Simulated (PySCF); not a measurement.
## What a change does: excited-state calculation on C4H5BO

System: C4H5BO, SMILES Bc1ccco1.
Method of run 1: TDDFT LDA/def2-SVPD, vertical, gas phase, core orbitals frozen in the response (PySCF 2.14.0).

The geometry comes from this level: PBE0-D3(BJ)/def2-SVP. Text and figures count atoms from 1; the logs count them from 0 in places.

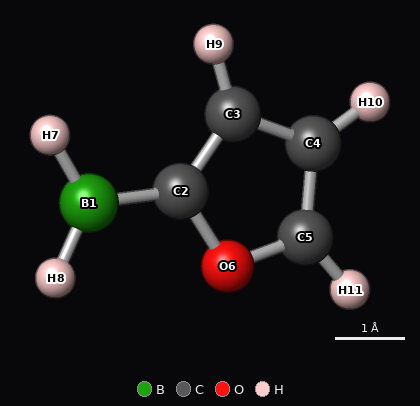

The structure as given in the input (ball-and-stick view, seen at a tilt; atoms are numbered from 1 in the order of the input). Bond lengths as drawn: B–C 1.51 Å, B–H 1.21 Å, C–C 1.37 to 1.41 Å, C–H 1.09 Å and C–O 1.33 to 1.38 Å.

**The input, run 1**
```
{"job": {"kind": "uv", "xc": "LDA", "basis": "def2-SVPD", "ip": true}, "charge": 0, "multiplicity": 1}
B      2.049910     0.109037    -0.539668
C      0.586904     0.067915    -0.153014
C     -0.322254    -0.976198    -0.070485
C     -1.558375    -0.438881     0.352815
C     -1.328280     0.907332     0.503934
O     -0.074720     1.219778     0.209142
H      2.586238    -0.927128    -0.851857
H      2.663270     1.147994    -0.535741
H     -0.095081    -2.016459    -0.297437
H     -2.497107    -0.959987     0.526669
H     -1.974470     1.727539     0.812449
```

The first line tells a small driver script what to run in PySCF; the rest is the geometry in Å.

Command:
```bash
OMP_NUM_THREADS=1 python <driver script> task.json out
```

Hardware: 1 CPU thread, shared host.

**Output (run 1)**
```
coarse grid: 9616 points
cycle   1  E = -252.9261196233  dE =  7.091e-01  |g| = 4.831e-01  |ddm| = 8.162e+00
cycle   2  E = -252.8017432097  dE =  1.244e-01  |g| = 8.870e-01  |ddm| = 2.175e+00
cycle   3  E = -252.9762493358  dE = -1.745e-01  |g| = 2.316e-01  |ddm| = 1.321e+00
cycle   4  E = -252.9877454931  dE = -1.150e-02  |g| = 7.817e-02  |ddm| = 4.327e-01
cycle   5  E = -252.9891838302  dE = -1.438e-03  |g| = 3.038e-02  |ddm| = 1.804e-01
cycle   6  E = -252.9894611831  dE = -2.774e-04  |g| = 8.106e-03  |ddm| = 7.925e-02
cycle   7  E = -252.9894702047  dE = -9.022e-06  |g| = 5.009e-03  |ddm| = 1.956e-02
cycle   8  E = -252.9894779511  dE = -7.746e-06  |g| = 8.423e-04  |ddm| = 8.630e-03
final grid: 94112 points
cycle   9  E = -253.0589918972  dE = -3.831e-05  |g| = 3.771e-03  |ddm| = 1.405e-01
cycle  10  E = -253.0589822019  dE =  9.695e-06  |g| = 7.144e-03  |ddm| = 1.986e-02
cycle  11  E = -253.0589952451  dE = -1.304e-05  |g| = 1.436e-03  |ddm| = 1.137e-02
cycle  12  E = -253.0589957831  dE = -5.381e-07  |g| = 4.256e-04  |ddm| = 2.748e-03
cycle  13  E = -253.0589958379  dE = -5.480e-08  |g| = 1.335e-04  |ddm| = 9.091e-04
cycle  14  E = -253.0589958429  dE = -4.935e-09  |g| = 7.302e-05  |ddm| = 3.572e-04
cycle  15  E = -253.0589958440  dE = -1.146e-09  |g| = 1.347e-05  |ddm| = 1.135e-04
cycle  16  E = -253.0589958441  dE = -4.985e-11  |g| = 2.425e-06  |ddm| = 3.738e-05
converged SCF energy = -253.0589958441

Static polarisability (au): isotropic 69.485, principal 42.256 65.773 100.426

Singlet excitations
state   eV       nm        f      main configurations
  1   4.6690    265.5   0.29399   H->L 0.83, H-1->L 0.12
  2   4.8936    253.4   0.00010   H-2->L 1.00
  3   5.1197    242.2   0.08258   H-1->L 0.80, H->L 0.13
  4   5.6271    220.3   0.00282   H-3->L 1.00
  5   6.4935    190.9   0.00261   H-4->L 0.99
  6   6.7504    183.7   0.00010   H->L+2 1.00
  7   6.8129    182.0   0.06871   H->L+1 0.75, H-1->L+1 0.13
  8   7.1667    173.0   0.00104   H-2->L+1 0.99
  9   7.2544    170.9   0.00036   H-5->L 0.99
 10   7.3441    168.8   0.02928   H->L+4 0.99

Triplet excitations (Tamm-Dancoff, eV): 3.1652 4.2667 4.5296 5.2136
Vertical ionisation energy (delta-SCF) = 9.6933 eV
Vertical electron affinity (delta-SCF) = 0.3972 eV
```

The input of run 2 differs as follows (lines with − go, lines with + come):
```diff
-"xc": "LDA"
+"xc": "LC-wPBE"
```

How does run 2 compare with run 1?

The total energies belong to different methods, so their difference says nothing on which is more stable or more accurate. The HOMO goes from −6.60 to −9.76 eV. The LUMO goes from −3.09 to 0.17 eV. The dipole moment goes from 2.60 to 2.14 D. The lowest excitation goes from 4.67 to 5.07 eV. The strongest computed line goes from 4.67 to 5.07 eV. The functional changes from LDA to LC-wPBE. Exact exchange removes part of the self-interaction error of semilocal functionals, which pushes filled and empty levels apart. The SCF takes 14 iterations against 16.

**Output (run 2)**
```
coarse grid: 9616 points
cycle   1  E = -255.0067704579  dE =  1.283e+00  |g| = 4.522e-01  |ddm| = 6.406e+00
cycle   2  E = -255.0265355732  dE = -1.977e-02  |g| = 4.470e-01  |ddm| = 1.225e+00
cycle   3  E = -255.0612895266  dE = -3.475e-02  |g| = 7.122e-02  |ddm| = 5.637e-01
cycle   4  E = -255.0624414481  dE = -1.152e-03  |g| = 3.177e-02  |ddm| = 2.179e-01
cycle   5  E = -255.0627159325  dE = -2.745e-04  |g| = 9.228e-03  |ddm| = 7.762e-02
cycle   6  E = -255.0627484251  dE = -3.249e-05  |g| = 2.349e-03  |ddm| = 2.723e-02
cycle   7  E = -255.0627532569  dE = -4.832e-06  |g| = 1.253e-03  |ddm| = 8.586e-03
final grid: 94112 points
cycle   8  E = -255.1141769097  dE = -2.006e-05  |g| = 3.642e-03  |ddm| = 6.923e-02
cycle   9  E = -255.1141771979  dE = -2.882e-07  |g| = 3.949e-03  |ddm| = 1.293e-02
cycle  10  E = -255.1141799831  dE = -2.785e-06  |g| = 4.766e-04  |ddm| = 4.595e-03
cycle  11  E = -255.1141800574  dE = -7.434e-08  |g| = 1.804e-04  |ddm| = 1.232e-03
cycle  12  E = -255.1141800807  dE = -2.326e-08  |g| = 6.833e-05  |ddm| = 6.466e-04
cycle  13  E = -255.1141800851  dE = -4.347e-09  |g| = 2.903e-05  |ddm| = 2.811e-04
cycle  14  E = -255.1141800860  dE = -9.487e-10  |g| = 1.146e-05  |ddm| = 1.630e-04
converged SCF energy = -255.1141800860

Static polarisability (au): isotropic 64.575, principal 40.238 62.562 90.924

Singlet excitations
state   eV       nm        f      main configurations
  1   5.0654    244.8   0.36038   H->L 0.96
  2   5.9672    207.8   0.00027   H-2->L 0.93
  3   6.3145    196.3   0.04403   H-1->L 0.91
  4   6.4628    191.8   0.00423   H-3->L 0.94
  5   7.5789    163.6   0.00014   H->L+1 0.66, H->L+2 0.20
  6   7.5974    163.2   0.15423   H->L+3 0.92
  7   7.8826    157.3   0.00456   H-4->L 0.82
  8   8.3348    148.8   0.06559   H->L+2 0.53, H->L+5 0.10, H-1->L+1 0.09
  9   8.6562    143.2   0.12174   H-1->L+3 0.48, H->L+6 0.39
 10   8.7821    141.2   0.00391   H->L+4 0.83

Triplet excitations (Tamm-Dancoff, eV): 3.0890 4.7919 5.2710 5.7688
Vertical ionisation energy (delta-SCF) = 9.2953 eV
```

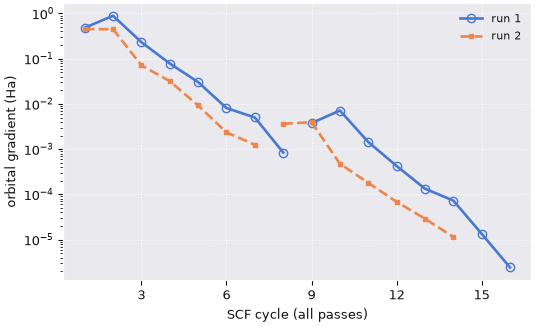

Convergence of the two runs: orbital gradient against the SCF cycle. A break in a curve parts two SCF passes (coarse and final grid). Run 1 takes 16 cycles in all, and run 2 takes 14.

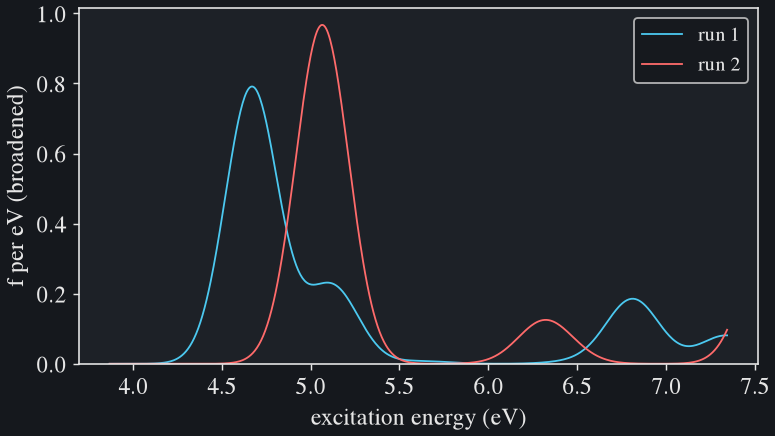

Absorption of the two runs from their computed states, each broadened by a Gaussian of 0.35 eV full width; the range ends where the shorter list of states ends.

**The two runs side by side**

| quantity | run 1 | run 2 |
| --- | --- | --- |
| outcome | converged | converged |
| total energy (hartree) | −253.058996 | −255.114180 |
| HOMO (eV) | −6.60 | −9.76 |
| LUMO (eV) | −3.09 | 0.17 |
| dipole moment (D) | 2.60 | 2.14 |
| lowest excitation (eV) | 4.67 | 5.07 |
| SCF iterations | 16 | 14 |
| strongest computed line (eV) | 4.67 | 5.07 |
| basis functions | 163 | 163 |
| wall time (shared host) | 55 s | 54 s |
